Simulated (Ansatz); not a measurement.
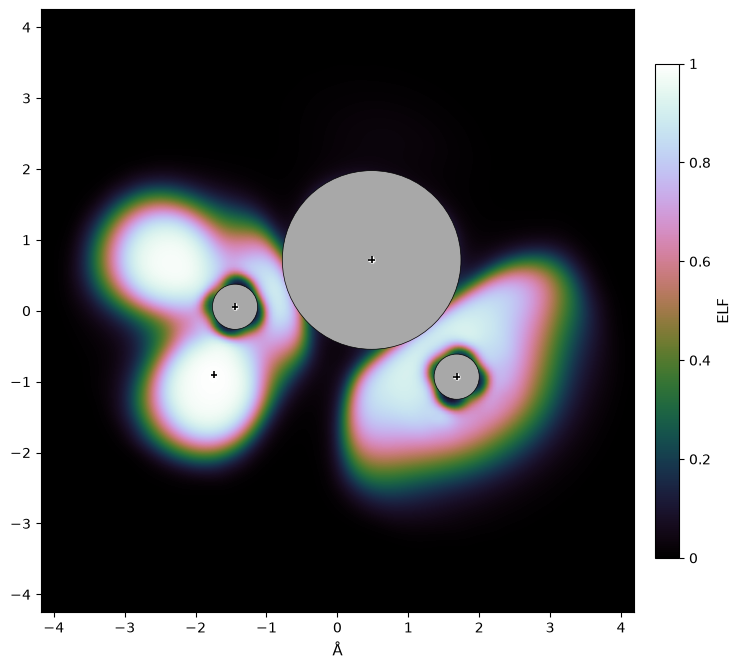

The electron localisation function on a plane through atoms (crosses mark nuclei in the plane; grey discs cover the cores).

Theory: Ansatz 0.2.0, RKS PBE0-D4/def2-TZVPP.

Candidates:
A. FH₆N₃Zr (SMILES [NH2][Zr]([NH2])([NH2])[F])
B. C₂H₉BO₂
C. CH₄OS₂W (SMILES [CH3][W]([OH])(=[S])=[S])

**Which system is this?**

Candidate A: FH₆N₃Zr on the plane of atoms N1, Zr2 and N3, which holds N, Zr and H. Zr–N (2.04 Å): the ELF peaks at about 0.90 in the valence shell of N, 0.6 Å from its nucleus, and drops to about 0.30 between the two atoms. N–H (1.01 Å): the ELF climbs to about 1 towards the hydrogen, as it does in any bond to H (an ordinary covalent bond to hydrogen).
